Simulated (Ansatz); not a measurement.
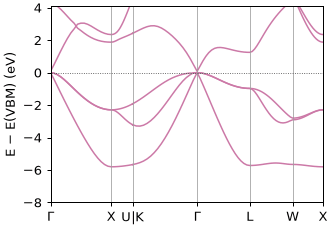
Fig. 1. Band structure from the program Ansatz at the r²SCAN level (PAW)

Task: Read off the gap and where the band edges lie.

Result: About 0.1 eV (0.08 eV by a search for the band edges); maximum at Γ, minimum at Γ.

Task: Pick the material that matches.
A) PbS, rock salt
B) InAs, zinc blende
C) ZnSe, zinc blende

Result: B, InAs, zinc blende

Space group F-43m (zinc blende). Symmetry was held in the r²SCAN relaxation. Scalar-relativistic: spin–orbit coupling is off unless named, which matters more the heavier the elements.

Potentials: the earlier of the program's two PAW sets.
